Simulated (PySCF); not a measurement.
# C3H8BFS: electronic excitations and core binding energies

What electronic excitations and core binding energies should C3H8BFS (`C=C[S@@+](C)[BH2-]F`) show?

The runs use PySCF 2.14.0, with density-fitted response routines of our own; the level of theory stands in each step. All values are computed, except where a source is named. Atoms count from 0, in the outputs and in this text.

### Step 1. Starting geometry

14 atoms, charge 0, multiplicity 1; geometry from: GFN2-xTB.

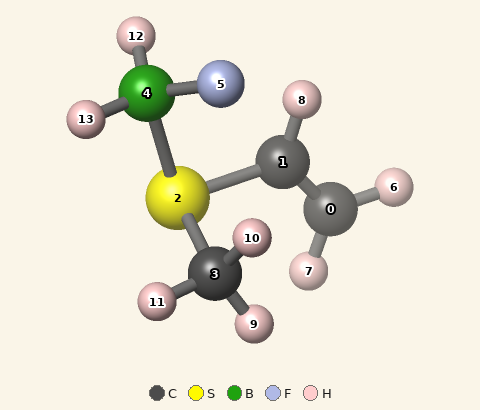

As it starts; carbon dark grey, sulfur yellow, boron green, fluorine light blue, hydrogen pink, atoms numbered; sticks join atoms by distance.

### Step 2. Excited states and response: CAM-B3LYP/def2-SVPD

Job settings and geometry (Å):

```
{"job": {"kind": "uv", "xc": "CAM-B3LYP", "basis": "def2-SVPD", "nstates": 8, "ntriplets": 3}, "charge": 0, "multiplicity": 1}
C      2.229588    -0.345956    -0.708240
C      1.282155     0.089467     0.094784
S     -0.258116     0.762163    -0.531974
C     -1.084814    -0.819862    -0.907147
B     -1.183416     1.173914     1.275506
F     -1.018737     0.003557     1.970315
H      3.144563    -0.760495    -0.319619
H      2.129269    -0.308564    -1.780254
H      1.347913     0.076940     1.170809
H     -0.497763    -1.361055    -1.641609
H     -1.187192    -1.390369     0.010691
H     -2.062603    -0.574993    -1.308371
H     -0.536740     2.072373     1.699372
H     -2.304784     1.382407     0.953571
```

Level: TDDFT CAM-B3LYP/def2-SVPD, vertical, gas phase, core orbitals frozen in the response.

Started as:

```
> OMP_NUM_THREADS=1 python probes_run.py task.json out
```

One launch serves the whole session: the jobs run in the order shown.

Standard output:

```text
coarse grid: 12016 points
cycle   1  E = -641.4948888603  dE =  5.378e-01  |g| = 5.163e-01  |ddm| = 5.818e+00
cycle   2  E = -641.4832785979  dE =  1.161e-02  |g| = 6.593e-01  |ddm| = 1.603e+00
cycle   3  E = -641.5531290587  dE = -6.985e-02  |g| = 4.045e-02  |ddm| = 6.448e-01
cycle   4  E = -641.5535278472  dE = -3.988e-04  |g| = 1.723e-02  |ddm| = 1.307e-01
cycle   5  E = -641.5536099242  dE = -8.208e-05  |g| = 4.681e-03  |ddm| = 4.761e-02
cycle   6  E = -641.5536159601  dE = -6.036e-06  |g| = 1.405e-03  |ddm| = 1.202e-02
final grid: 111160 points
cycle   7  E = -641.6300356863  dE = -3.469e-05  |g| = 3.568e-03  |ddm| = 7.280e-02
cycle   8  E = -641.6300357593  dE = -7.298e-08  |g| = 3.785e-03  |ddm| = 1.200e-02
cycle   9  E = -641.6300389107  dE = -3.151e-06  |g| = 4.130e-04  |ddm| = 4.991e-03
cycle  10  E = -641.6300389453  dE = -3.465e-08  |g| = 2.089e-04  |ddm| = 9.761e-04
cycle  11  E = -641.6300389569  dE = -1.154e-08  |g| = 3.651e-05  |ddm| = 4.477e-04
cycle  12  E = -641.6300389573  dE = -3.924e-10  |g| = 1.072e-05  |ddm| = 1.073e-04
converged SCF energy = -641.6300389573

Static polarisability (au): isotropic 75.118, principal 59.874 72.460 93.020

Singlet excitations
state   eV       nm        f      main configurations
  1   5.9562    208.2   0.01607   H->L 0.92
  2   6.8437    181.2   0.02913   H-1->L 0.93
  3   7.0881    174.9   0.17866   H-2->L 0.73
  4   7.1694    172.9   0.04148   H->L+3 0.40, H->L+2 0.17, H-2->L 0.13
  5   7.5490    164.2   0.02226   H->L+1 0.42, H->L+2 0.16, H->L+3 0.12
  6   7.6401    162.3   0.11026   H-3->L 0.58, H->L+2 0.14, H->L+3 0.08
  7   7.7236    160.5   0.04325   H->L+1 0.32, H->L+2 0.32, H-3->L 0.09
  8   7.8308    158.3   0.00303   H-1->L+3 0.47, H-1->L+2 0.17, H-1->L+1 0.11

Triplet excitations (Tamm-Dancoff, eV): 4.3102 5.7667 6.5176
```

Wall time 61 s (1 thread of Arm Neoverse N1, shared host); peak memory 0.87 GiB.

Frontier orbitals and where they lie:

| orbital | eV | atoms |
| --- | --- | --- |
| HOMO−3 | -11.28 | S2 30 %, C1 20 %, C0 10 % |
| HOMO−2 | -10.02 | C1 29 %, C0 29 %, S2 14 % |
| HOMO−1 | -9.49 | B4 32 %, F5 25 %, H13 20 % |
| HOMO | -9.38 | S2 46 %, F5 12 %, B4 11 % |
| LUMO | 0.00 | C0 31 %, C1 29 %, S2 13 % |
| LUMO+1 | 1.02 | S2 31 %, C0 13 %, H9 11 % |
| LUMO+2 | 1.29 | S2 64 %, C3 7 %, C1 6 % |

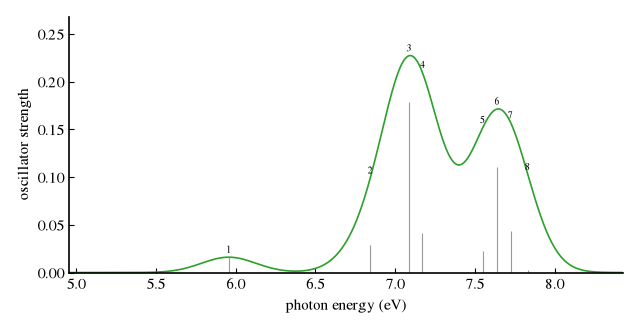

Absorption spectrum from the 8 singlet states computed; above the last one it falls off for lack of states. Lines are broadened to a width of 0.40 eV (Gaussian).

Further results of this job:

| property | computed |
| --- | --- |
| dipole moment (D) | 4.56 |
| polarisability (Å³) | 11.13 |
| HOMO–LUMO gap (eV) | 9.38 |
| −ε(HOMO) (eV) | 9.38 |

### Step 3. X-ray photoelectron lines: SCAN, X2C

Same as in step 2 but for these lines:

```diff
@@ -1,2 +1,2 @@
-{"job": {"kind": "uv", "xc": "CAM-B3LYP", "basis": "def2-SVPD", "nstates": 8, "ntriplets": 3}, "charge": 0, "multiplicity": 1}
+{"job": {"kind": "xps"}, "charge": 0, "multiplicity": 1}
 C      2.229588    -0.345956    -0.708240
```

With the program's defaults for keys left out, this is: delta-SCF UKS SCAN, pcX-2 on the ionised atom, pcseg-1 elsewhere, spin-free X2C.

Standard output:

```text
ground state, core basis on atom 0 (C), 159 functions
  cycle   1  E = -642.92813822  |g| = 5.84e-01
  cycle   2  E = -642.81385645  |g| = 1.00e+00
  cycle   3  E = -643.00127730  |g| = 1.32e-01
  cycle   4  E = -643.00505790  |g| = 3.56e-02
  cycle   5  E = -643.00527524  |g| = 1.86e-02
  cycle   6  E = -643.00536113  |g| = 6.61e-03
  cycle   7  E = -643.00536994  |g| = 2.42e-03
  cycle   8  E = -643.00537175  |g| = 6.13e-04
  cycle   9  E = -643.00537150  |g| = 1.14e-04
  E(ground) = -643.02176009 Eh
hole in C 1s of atom 0
  cycle   1  E = -631.72748490  |g| = 1.50e+00
  cycle   2  E = -629.65062306  |g| = 2.17e+00
  cycle   3  E = -631.90903539  |g| = 8.12e-01
  cycle   4  E = -632.23030481  |g| = 3.99e-01
  cycle   5  E = -632.29172272  |g| = 1.82e-01
  cycle   6  E = -632.30627029  |g| = 4.96e-02
  cycle   7  E = -632.30765665  |g| = 1.67e-02
  cycle   8  E = -632.30778723  |g| = 9.87e-03
  cycle   9  E = -632.30784725  |g| = 3.58e-03
  cycle  10  E = -632.30786632  |g| = 2.40e-03
  cycle  11  E = -632.30787338  |g| = 1.48e-03
  cycle  12  E = -632.30787801  |g| = 5.52e-04
  cycle  13  E = -632.30787780  |g| = 2.21e-04
  E(ion) = -632.32436951 Eh   <S^2> = 0.7923   hole on atom = 1.000   binding energy = 291.091 eV
ground state, core basis on atom 1 (C), 159 functions
  cycle   1  E = -643.00612814  |g| = 6.21e-02
  cycle   2  E = -643.00543263  |g| = 5.87e-02
  cycle   3  E = -643.00592195  |g| = 3.99e-02
  cycle   4  E = -643.00634460  |g| = 6.20e-03
  cycle   5  E = -643.00635743  |g| = 1.01e-03
  cycle   6  E = -643.00635671  |g| = 3.07e-04
  E(ground) = -643.02302423 Eh
hole in C 1s of atom 1
  cycle   1  E = -631.70442215  |g| = 1.51e+00
  cycle   2  E = -628.85444595  |g| = 2.46e+00
  cycle   3  E = -631.89446799  |g| = 7.85e-01
  cycle   4  E = -632.21173742  |g| = 4.11e-01
  cycle   5  E = -632.27263528  |g| = 1.90e-01
  cycle   6  E = -632.28855149  |g| = 3.98e-02
  cycle   7  E = -632.28944451  |g| = 1.27e-02
  cycle   8  E = -632.28959002  |g| = 7.82e-03
  cycle   9  E = -632.28965651  |g| = 4.41e-03
  cycle  10  E = -632.28968594  |g| = 3.15e-03
  cycle  11  E = -632.28970296  |g| = 1.67e-03
  cycle  12  E = -632.28970752  |g| = 8.59e-04
  cycle  13  E = -632.28970812  |g| = 3.41e-04
  E(ion) = -632.30690711 Eh   <S^2> = 0.8106   hole on atom = 1.000   binding energy = 291.600 eV
ground state, core basis on atom 2 (S), 170 functions
  cycle   1  E = -643.15590368  |g| = 4.05e-01
  cycle   2  E = -643.15537554  |g| = 6.02e-02
  cycle   3  E = -643.15275588  |g| = 1.15e-01
  cycle   4  E = -643.15626188  |g| = 1.13e-02
  cycle   5  E = -643.15629136  |g| = 6.14e-03
  cycle   6  E = -643.15629854  |g| = 6.79e-04
  cycle   7  E = -643.15629819  |g| = 2.33e-04
  E(ground) = -643.15786739 Eh
hole in S 1s of atom 2
  cycle   1  E = -550.86456937  |g| = 5.08e+00
  cycle   2  E = -549.29476219  |g| = 2.83e+00
  cycle   3  E = -548.49412661  |g| = 2.48e+00
  cycle   4  E = -552.04883645  |g| = 2.68e-01
  cycle   5  E = -552.03561988  |g| = 3.09e-01
  cycle   6  E = -552.07886508  |g| = 9.80e-02
  cycle   7  E = -552.08336343  |g| = 2.92e-02
  cycle   8  E = -552.08381258  |g| = 7.17e-03
  cycle   9  E = -552.08383230  |g| = 3.24e-03
  cycle  10  E = -552.08383556  |g| = 7.92e-04
  cycle  11  E = -552.08383674  |g| = 3.88e-04
  E(ion) = -552.07757435 Eh   <S^2> = 0.7518   hole on atom = 1.000   binding energy = 2478.421 eV
hole in S 2p of atom 2
  cycle   1  E = -636.42557187  |g| = 1.54e+00
  cycle   2  E = -634.89884082  |g| = 2.05e+00
  cycle   3  E = -636.54572986  |g| = 8.18e-01
  cycle   4  E = -636.85093368  |g| = 2.09e-01
  cycle   5  E = -636.85466640  |g| = 1.78e-01
  cycle   6  E = -636.86961019  |g| = 6.61e-02
  cycle   7  E = -636.87170741  |g| = 1.68e-02
  cycle   8  E = -636.87180943  |g| = 6.07e-03
  cycle   9  E = -636.87182736  |g| = 1.62e-03
  cycle  10  E = -636.87182964  |g| = 8.56e-04
  cycle  11  E = -636.87183090  |g| = 5.94e-04
  cycle  12  E = -636.87183024  |g| = 2.76e-04
  E(ion) = -636.88041532 Eh   <S^2> = 0.7535   hole on atom = 1.001   binding energy = 170.818 eV
  2p3/2 = 170.577 eV   2p1/2 = 171.825 eV
ground state, core basis on atom 3 (C), 159 functions
  cycle   1  E = -643.00357569  |g| = 6.61e-02
  cycle   2  E = -643.00307352  |g| = 5.57e-02
  cycle   3  E = -643.00371485  |g| = 2.70e-02
  cycle   4  E = -643.00389391  |g| = 8.24e-03
  cycle   5  E = -643.00391080  |g| = 1.14e-03
  cycle   6  E = -643.00390987  |g| = 3.26e-04
  E(ground) = -643.02013399 Eh
hole in C 1s of atom 3
  cycle   1  E = -631.71014388  |g| = 1.50e+00
  cycle   2  E = -630.11337839  |g| = 2.17e+00
  cycle   3  E = -632.08217308  |g| = 5.98e-01
  cycle   4  E = -632.22655607  |g| = 3.58e-01
  cycle   5  E = -632.27873594  |g| = 1.30e-01
  cycle   6  E = -632.28442051  |g| = 4.63e-02
  cycle   7  E = -632.28537342  |g| = 1.38e-02
  cycle   8  E = -632.28545208  |g| = 9.11e-03
  cycle   9  E = -632.28550144  |g| = 3.21e-03
  cycle  10  E = -632.28551237  |g| = 1.71e-03
  cycle  11  E = -632.28551736  |g| = 1.00e-03
  cycle  12  E = -632.28551948  |g| = 5.59e-04
  cycle  13  E = -632.28552067  |g| = 4.05e-04
  E(ion) = -632.30202667 Eh   <S^2> = 0.7787   hole on atom = 1.000   binding energy = 291.655 eV
ground state, core basis on atom 4 (B), 159 functions
  cycle   1  E = -642.99964616  |g| = 5.58e-02
  cycle   2  E = -642.99943530  |g| = 4.62e-02
  cycle   3  E = -642.99988904  |g| = 1.79e-02
  cycle   4  E = -642.99995727  |g| = 5.84e-03
  cycle   5  E = -642.99996303  |g| = 1.30e-03
  cycle   6  E = -642.99996405  |g| = 3.92e-04
  E(ground) = -643.01739842 Eh
hole in B 1s of atom 4
  cycle   1  E = -635.40137098  |g| = 1.17e+00
  cycle   2  E = -634.48307113  |g| = 1.66e+00
  cycle   3  E = -635.73656666  |g| = 3.72e-01
  cycle   4  E = -635.79772039  |g| = 1.87e-01
  cycle   5  E = -635.81190131  |g| = 5.70e-02
  cycle   6  E = -635.81305583  |g| = 2.70e-02
  cycle   7  E = -635.81341472  |g| = 7.90e-03
  cycle   8  E = -635.81344796  |g| = 6.02e-03
  cycle   9  E = -635.81346853  |g| = 2.15e-03
  cycle  10  E = -635.81347320  |g| = 1.13e-03
  cycle  11  E = -635.81347417  |g| = 4.63e-04
  E(ion) = -635.83278630 Eh   <S^2> = 0.7768   hole on atom = 1.000   binding energy = 195.503 eV
ground state, core basis on atom 5 (F), 159 functions
  cycle   1  E = -643.04679679  |g| = 1.23e-01
  cycle   2  E = -643.04603294  |g| = 9.06e-02
  cycle   3  E = -643.04651326  |g| = 6.70e-02
  cycle   4  E = -643.04710932  |g| = 3.46e-03
  cycle   5  E = -643.04711125  |g| = 8.75e-04
  cycle   6  E = -643.04711090  |g| = 3.40e-04
  E(ground) = -643.06574304 Eh
hole in F 1s of atom 5
  cycle   1  E = -616.74629243  |g| = 2.58e+00
  cycle   2  E = -616.72643735  |g| = 2.10e+00
  cycle   3  E = -617.60011006  |g| = 3.16e-01
  cycle   4  E = -617.60227471  |g| = 2.49e-01
  cycle   5  E = -617.63696331  |g| = 5.44e-02
  cycle   6  E = -617.63806922  |g| = 3.19e-02
  cycle   7  E = -617.63867120  |g| = 4.21e-03
  cycle   8  E = -617.63867879  |g| = 2.38e-03
  cycle   9  E = -617.63868138  |g| = 7.81e-04
  cycle  10  E = -617.63868143  |g| = 1.74e-04
  E(ion) = -617.66445490 Eh   <S^2> = 0.7564   hole on atom = 1.000   binding energy = 691.204 eV
```

Wall time 2.9 min (1 thread of Arm Neoverse N1, shared host); peak memory 0.62 GiB.

The holes in one table. −ε is the ground-state orbital energy:

| hole | stands for | environment | ΔSCF (eV; 2p as the shell's mean) | −ε (eV) | ⟨S²⟩ |
| --- | --- | --- | --- | --- | --- |
| C1s on C0 | C0 | terminal =CH2 carbon | 291.09 | 274.5 | 0.792 |
| C1s on C1 | C1 | alkene CH | 291.60 | 275.2 | 0.811 |
| S1s on S2 | S2 | sulfur bonded to 2 C, B | 2478.42 | 2416.4 | 0.752 |
| S2p on S2 | S2 | sulfur bonded to 2 C, B | 170.99 | 159.5 | 0.753 |
| C1s on C3 | C3 | methyl carbon bonded to S | 291.65 | 275.0 | 0.779 |
| B1s on B4 | B4 | boron bonded to F, S, 2 H | 195.50 | 179.8 | 0.777 |
| F1s on F5 | F5 | fluorine bonded to B | 691.20 | 665.3 | 0.756 |

With the spin-orbit splitting: S2 2p3/2 170.58, 2p1/2 171.82 eV. The table gives each 2p level as the mean over the whole 2p shell (two parts 2p3/2, one part 2p1/2), which differs a little from the single hole in the log.

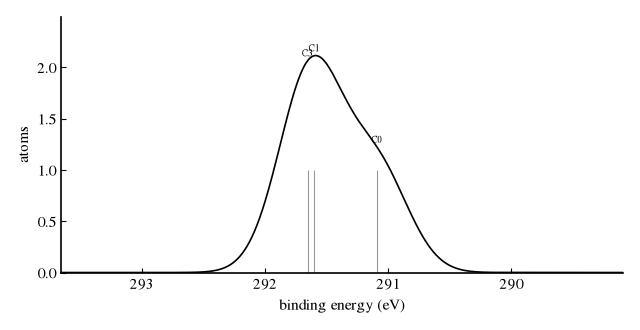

The C1s photoelectron lines, weighted by the number of atoms. Lines are broadened to a width of 0.60 eV (Gaussian).

### Step 4. Summary of results

```
                                quantity                               value
    lowest singlet (CAM-B3LYP/def2-SVPD)         5.96 eV (208 nm), f = 0.016
brightest single state of those computed         state 3, 7.09 eV, f = 0.179
                          lowest triplet                             4.31 eV
        C1s binding energies, SCAN/pcX-2  C3 291.65, C1 291.60, C0 291.09 eV
        S1s binding energies, SCAN/pcX-2                       S2 2478.42 eV
        S2p binding energies, SCAN/pcX-2                        S2 170.99 eV
        B1s binding energies, SCAN/pcX-2                        B4 195.50 eV
        F1s binding energies, SCAN/pcX-2                        F5 691.20 eV
```

The first singlet state (HOMO→LUMO 0.92) lies at 5.96 eV and is weak; of the 8 states computed, the strongest absorption comes from state 3 at 7.09 eV. The lowest triplet lies 1.65 eV below the lowest singlet (triplets in Tamm-Dancoff, singlets in full TDDFT). C3 (methyl carbon bonded to S) binds its C1s electron 0.56 eV more tightly than C0 (terminal =CH2 carbon).
